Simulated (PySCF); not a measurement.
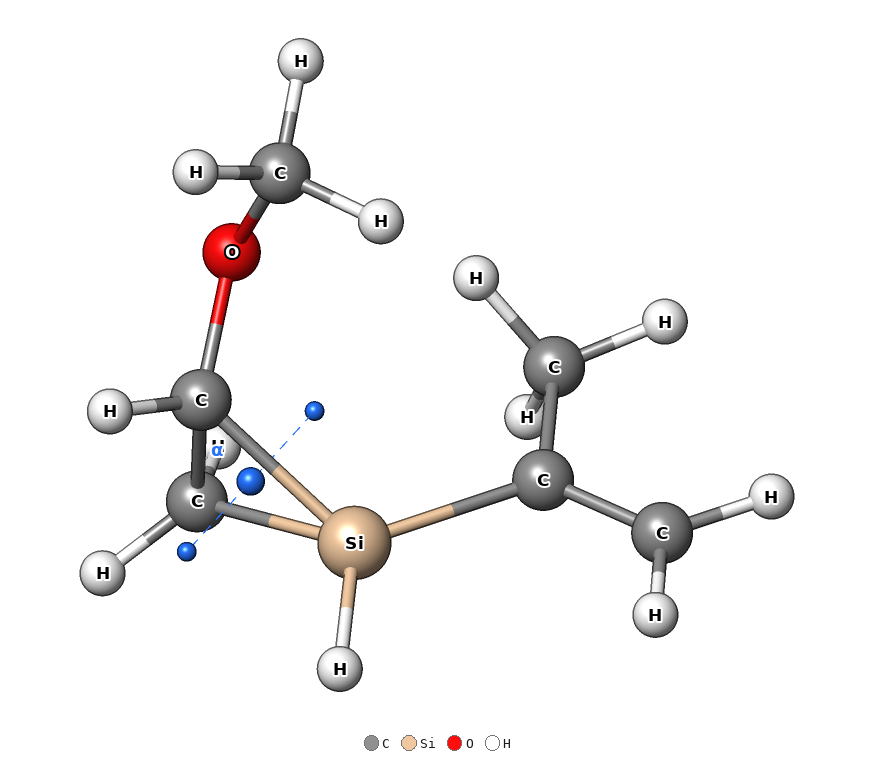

The small points mark where nucleus-independent chemical shifts (NICS) were computed: at the centre of each lettered ring and 1 Å above and below it. The geometry was computed by an optimisation with GFN2-xTB. No frequency run is at hand to confirm it as a minimum. Properties computed with GIAO PBE0/pcSseg-1 NMR shielding, non-relativistic, gas phase (PySCF 2.14.0).

Give NICS(0), NICS(1) and the out-of-plane component NICS(1)zz for each ring (means of the two sides).

| ring | members | NICS(0) | NICS(1) | NICS(1)zz |
| --- | --- | --- | --- | --- |
| α | C2Si | −22.7 | −7.2 | −15.3 |

Values in ppm.

The geometry is semi-empirical. Around Si such bond lengths and angles can be off by a tenth of an ångström or more and by several degrees, and values that hang on the shape move with them.
